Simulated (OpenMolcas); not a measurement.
# One shape, several levels: CHClFNOSi (SMILES O=C=N[SiH](F)Cl)

Aim: a comparison of 6 runs (HF/3-21G, HF/6-31G*, BHLYP/6-31G*, M06-L/6-31G*, PBE0/6-31G*, r2SCAN/6-31G*) of CHClFNOSi. 

The calculation is run with OpenMolcas 26.06.

1 further run of the same task is left out (set aside as unsound or not needed).

## 1. The structure to begin with

CHClFNOSi: 7 atoms, total charge 0, spin state singlet. As SMILES, `O=C=N[SiH](F)Cl`. The shape is that of a PBE0-D4/def2-TZVP optimisation. This is one conformer, not always the lowest.

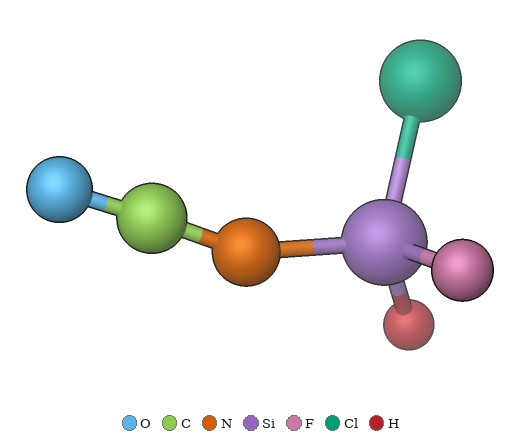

Viewed from a chosen angle; oxygen blue, carbon green, nitrogen orange, silicon purple, fluorine pink, chlorine teal, hydrogen red.

## 2. Energy and forces at HF/3-21G (run 1)

File run.input:

```
* CHClFNOSi Hartree-Fock

&GATEWAY
 BasLib = $CurrDir
 Coord
 7
 angstrom
 O        0.815200      -2.357500       1.658700
 C        0.512200      -1.559700       0.874600
 N        0.199300      -0.771000       0.028300
 Si      -0.274200       0.722000      -0.596700
 F        0.917700       1.292700      -1.464400
 Cl      -0.652900       2.033600       0.904000
 H       -1.456100       0.571700      -1.450200
 Basis = 3-21G
 Group = NoSym

&SEWARD

&SCF
 Thresholds = 1e-10 1e-07 1e-07 1e-05
 PrOrbitals = 1 1

&ALASKA
```

The basis set 3-21G is read from a file made from the Basis Set Exchange's data (not shown).

Run with:

```bash
$ export MOLCAS_MEM=1860
$ pymolcas run.input > run.log
```

Log:

```text
--- Start Module: gateway ---
[...]
--- Stop Module: gateway /rc=_RC_ALL_IS_WELL_ ---
[...]
      Basis functions           64
[...]
--- Start Module: scf ---
[...]
       Convergence after  15 Iterations
[...]
::    Total SCF energy                              -1010.5747733328
[...]
      Total spin, S                                     0.0000000000
[...]
      Total electronic charge=   62.000000
      Total            charge=   -0.000000
[...]
      Dipole Moment (debye):
      Origin of the operator (angstrom)=    0.0596    0.3940    0.1845
                   X= -1.3485E+00               Y= -7.1371E-01               Z= -1.1905E+00           Total=  1.9352E+00
      Quadrupole Moment (debye*angstrom):
[...]
 *              Molecular gradients               *
 **************************************************
  Irreducible representation: a
 ------------------------------------------------------------------------------------------
                              X                       Y                       Z
 ------------------------------------------------------------------------------------------
  O1               -3.34546198160091E-04    1.98659650264332E-03   -2.60550728976128E-03
  C2                4.06279473458759E-03   -1.24256540931431E-02    2.65750181574269E-02
  N3               -5.69844917652684E-03    1.87141725154354E-02   -3.73096161272883E-02
  SI4               1.97757864950265E-02    3.63951916252749E-02    3.49831867539301E-02
  F5               -2.44119306884016E-02   -1.37740469832739E-02    1.65888263936917E-02
  CL6               8.77545086287235E-03   -2.88605839840699E-02   -3.42233341730029E-02
  H7               -2.16910602936959E-03   -2.03567558280038E-03   -4.00857371494778E-03
 ------------------------------------------------------------------------------------------
[...]
```

It took 8.1 s on 1 thread of AMD EPYC 7R43 (Zen 3), shared host; peak memory 0.4 GiB.

## 3. Energy and forces at HF/6-31G(d) (spherical functions) (run 2)

File job.inp:

```
&GATEWAY
  BASLIB = $CurrDir
  COORD
  7
  angstrom
  O        0.815200      -2.357500       1.658700
  C        0.512200      -1.559700       0.874600
  N        0.199300      -0.771000       0.028300
  Si      -0.274200       0.722000      -0.596700
  F        0.917700       1.292700      -1.464400
  Cl      -0.652900       2.033600       0.904000
  H       -1.456100       0.571700      -1.450200
  BASIS = 6-31Gs
  GROUP = NoSym

&SEWARD

&SCF
  THRESHOLDS = 1e-10 1e-07 1e-07 1e-05
  PRORBITALS = 1 2

&ALASKA
```

The basis set 6-31G* is read from a file made from the Basis Set Exchange's data (not shown).

Run with:

```bash
$ export MOLCAS_MEM=1860
$ pymolcas job.inp > job.log
```

Log:

```text
--- Start Module: gateway ---
[...]
--- Stop Module: gateway /rc=_RC_ALL_IS_WELL_ ---
[...]
      Basis functions           94
[...]
--- Start Module: scf ---
[...]
       Convergence after  15 Iterations
[...]
::    Total SCF energy                              -1015.7698851852
[...]
      Total spin, S                                     0.0000000000
[...]
      Total electronic charge=   62.000000
      Total            charge=   -0.000000
[...]
      Dipole Moment (debye):
      Origin of the operator (angstrom)=    0.0596    0.3940    0.1845
                   X= -1.1740E+00               Y= -2.0553E-01               Z= -9.0330E-01           Total=  1.4955E+00
      Quadrupole Moment (debye*angstrom):
[...]
 *              Molecular gradients               *
 **************************************************
  Irreducible representation: a
 ------------------------------------------------------------------------------------------
                              X                       Y                       Z
 ------------------------------------------------------------------------------------------
  O1                8.29420002385550E-03   -2.17742146204181E-02    2.09936436182652E-02
  C2               -2.93158181968850E-03    8.01306422805714E-03   -3.94542144971766E-03
  N3               -5.77065741617622E-03    1.50915409632537E-02   -1.91103768586105E-02
  SI4               3.07706228709215E-03    2.45187601502339E-03    1.05953269267598E-02
  F5                1.37418488994356E-03   -1.74800252761287E-05   -1.80587986280223E-03
  CL6               6.05893870819330E-04   -2.63327591537177E-03   -2.54696179758795E-03
  H7               -4.64910183577949E-03   -1.13151064523953E-03   -4.18033057633460E-03
 ------------------------------------------------------------------------------------------
[...]
```

It took 14 s on 1 thread of AMD EPYC 7R43 (Zen 3), shared host; peak memory 0.52 GiB.

## 4. Energy and forces at BHLYP/6-31G(d) (spherical functions) (run 3)

File calc.input:

```
* CHClFNOSi Kohn-Sham DFT

&GATEWAY
  BASLIB=$CurrDir
  COORD
  7
  angstrom
  O        0.815200      -2.357500       1.658700
  C        0.512200      -1.559700       0.874600
  N        0.199300      -0.771000       0.028300
  Si      -0.274200       0.722000      -0.596700
  F        0.917700       1.292700      -1.464400
  Cl      -0.652900       2.033600       0.904000
  H       -1.456100       0.571700      -1.450200
  BASIS=6-31Gs
  GROUP=NoSym

&SEWARD
  GRIDINPUT
  Grid=UltraFine
  End of Grid

&SCF
  KSDFT=HYB_GGA_XC_BHANDHLYP
  THRESHOLDS=1e-10 1e-07 1e-07 1e-05
  PRORBITALS=1 1

&ALASKA
```

The basis set 6-31G* is read from a file made from the Basis Set Exchange's data (not shown).

Run with:

```bash
$ export MOLCAS_MEM=1860
$ pymolcas calc.input > calc.log
```

Log:

```text
--- Start Module: gateway ---
[...]
--- Stop Module: gateway /rc=_RC_ALL_IS_WELL_ ---
[...]
      Basis functions           94
[...]
--- Start Module: scf ---
[...]
       Convergence after  15 Iterations
[...]
::    Total KS-DFT energy                           -1018.2108893719
[...]
      Total spin, S                                     0.0000000000
[...]
      Total electronic charge=   62.000000
      Total            charge=   -0.000000
[...]
      Dipole Moment (debye):
      Origin of the operator (angstrom)=    0.0596    0.3940    0.1845
                   X= -1.0763E+00               Y= -2.0922E-01               Z= -8.2400E-01           Total=  1.3716E+00
      Quadrupole Moment (debye*angstrom):
[...]
 *              Molecular gradients               *
 **************************************************
  Irreducible representation: a
 ------------------------------------------------------------------------------------------
                              X                       Y                       Z
 ------------------------------------------------------------------------------------------
  O1                1.03213558432191E-03   -2.48811559154305E-03    2.56707975897896E-03
  C2               -3.03534650491405E-04    2.86773585565836E-04    1.62447569211721E-03
  N3               -5.69902371014286E-04    2.22446461310000E-03   -5.76927649960624E-03
  SI4               4.38487805540255E-03    3.76930522933883E-03    6.06378981418487E-03
  F5               -2.08276528132600E-03   -1.29383421090878E-03    8.74039366738799E-04
  CL6               6.32268559661142E-04   -1.87839349676722E-03   -2.23855826363106E-03
  H7               -3.09307989652385E-03   -6.20200128999104E-04   -3.12154986880264E-03
 ------------------------------------------------------------------------------------------
[...]
```

It took 54 s on 1 thread of AMD EPYC 7R43 (Zen 3), shared host; peak memory 0.52 GiB.

Runs 4 to 5 aren't shown in full; the table further down has their settings and results.

## 5. Energy and gradient at r2SCAN/6-31G(d) (spherical functions) (run 6)

File test.inp:

```
* CHClFNOSi Kohn-Sham DFT
>>> EXPORT MOLCAS_PRINT=2

&GATEWAY
  BasLib = $CurrDir
  Coord
  7
  bohr
  O      1.54050474    -4.45502934     3.13448872
  C      0.96791772    -2.94740584     1.65275447
  N      0.37662242    -1.45697884     0.05347925
  Si    -0.51816290     1.36438226    -1.12759958
  F      1.73420166     2.44284896    -2.76731494
  Cl    -1.23380219     3.84294705     1.70831242
  H     -2.75163021     1.08035643    -2.74048083
  Basis = 6-31Gs
  Group = NoSym

&SEWARD
  GridInput
  Grid=UltraFine
  End of Grid

&SCF
  KSDFT = 2
  1.0 MGGA_X_R2SCAN
  1.0 MGGA_C_R2SCAN
  Thresholds = 1e-10 1e-07 1e-07 1e-05
  PrOrbitals = 1 2

&ALASKA
```

The basis set 6-31G* is read from a file made from the Basis Set Exchange's data (not shown).

Run with:

```bash
$ export MOLCAS_MEM=1860
$ pymolcas test.inp > test.log
```

Log:

```text
--- Start Module: gateway ---
[...]
--- Stop Module: gateway /rc=_RC_ALL_IS_WELL_ ---
[...]
      Basis functions           94
[...]
--- Start Module: scf ---
[...]
       Convergence after  16 Iterations
[...]
::    Total KS-DFT energy                           -1018.1532557612
[...]
      Total spin, S                                     0.0000000000
[...]
      Total electronic charge=   62.000000
      Total            charge=   -0.000000
[...]
      Dipole Moment (debye):
      Origin of the operator (angstrom)=    0.0596    0.3940    0.1845
                   X= -8.9879E-01               Y= -2.5553E-01               Z= -7.7458E-01           Total=  1.2137E+00
      Quadrupole Moment (debye*angstrom):
[...]
 *              Molecular gradients               *
 **************************************************
  Irreducible representation: a
 ------------------------------------------------------------------------------------------
                              X                       Y                       Z
 ------------------------------------------------------------------------------------------
  O1               -8.37832554552875E-03    2.22990386272031E-02   -2.12677826539363E-02
  C2                1.89148582065183E-03   -6.18074495133092E-03    4.88397329618867E-03
  N3                5.52006788033332E-03   -1.12611790996660E-02    1.28726271999842E-02
  SI4               7.80425338987634E-03    3.41893945506522E-03    1.44136958452279E-03
  F5               -9.80850469566974E-03   -4.94861850958905E-03    6.76598810203544E-03
  CL6               1.42562961013049E-03   -3.54925452931454E-03   -4.62362240984149E-03
  H7                1.54539354016148E-03    2.21819007694357E-04   -7.25531187257822E-05
 ------------------------------------------------------------------------------------------
[...]
```

Run time: 39 s. Hardware: 1 thread of AMD EPYC 7R43 (Zen 3), shared host; peak memory 0.52 GiB.

## 6. The series

```
run                                level  integration grid   energy (Eh)  dipole moment (D)  HOMO energy (eV)  LUMO energy (eV)  wall time
  1                             HF/3-21G                 –  -1010.574773               1.94            -12.73              3.55      8.1 s
  2      HF/6-31G* (spherical functions)                 –  -1015.769885               1.50            -12.77              3.67       14 s
  3   BHLYP/6-31G* (spherical functions)         UltraFine  -1018.210889               1.37            -10.58              1.01       54 s
  4   M06-L/6-31G* (spherical functions)         UltraFine  -1018.308256               1.23             -8.22             -0.72       56 s
  5    PBE0/6-31G* (spherical functions)         UltraFine  -1017.780431               1.26             -9.28             -0.08       48 s
  6  r2SCAN/6-31G* (spherical functions)         UltraFine  -1018.153256               1.21             -8.21             -0.76       39 s
```

## 7. Summary of results

| quantity | value |
| --- | --- |
| run 6: total energy | -1018.15326 Eh |
| run 6: dipole moment | 1.21 D |
| run 6: HOMO energy | -8.21 eV |
| run 6: LUMO energy | -0.76 eV |
| run 6: HOMO–LUMO gap | 7.45 eV |
| run 6: largest force on an atom | 1.642 eV/Å |

In words: The dipole moment (its size) runs from 1.21 D (r2SCAN/6-31G*) to 1.94 D (HF/3-21G). The two ends differ in method and basis. The HOMO–LUMO gap runs from 7.45 eV (r2SCAN/6-31G*) to 16.44 eV (HF/6-31G*). Exact exchange widens orbital gaps. Totals of different functionals can't be ranked against each other. All runs together took 3.7 min, the longest 56 s.
